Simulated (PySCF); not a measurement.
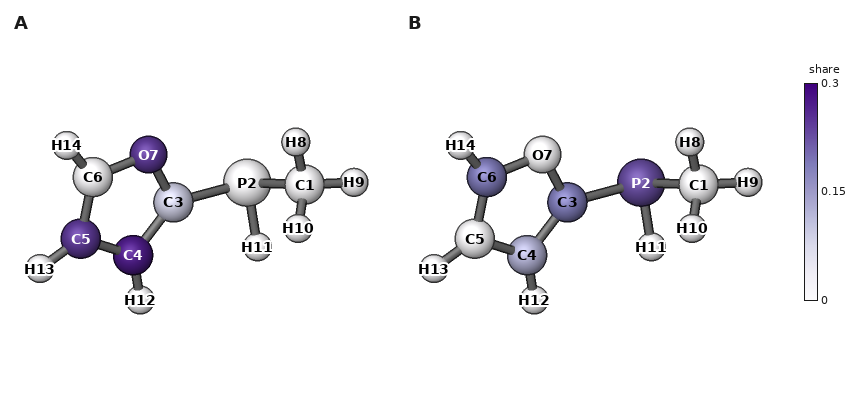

Each panel colours the atoms by their Löwdin share in one orbital (up to four of the largest shares; other atoms are shown as zero). The geometry was computed by an optimisation with GFN2-xTB. No frequency run is at hand to confirm it as a minimum. Computed with CAM-B3LYP/def2-SVPD (PySCF 2.14.0).

The panels show the HOMO−2, HOMO, in some order. Which is which?

A: HOMO−2, −9.60 eV; C4 0.27, O7 0.25, C5 0.25, C3 0.09
B: HOMO, −7.48 eV; P2 0.23, C6 0.19, C3 0.19, C4 0.12

The geometry is semi-empirical. Around P such bond lengths and angles can be off by a tenth of an ångström or more and by several degrees, and values that hang on the shape move with them.
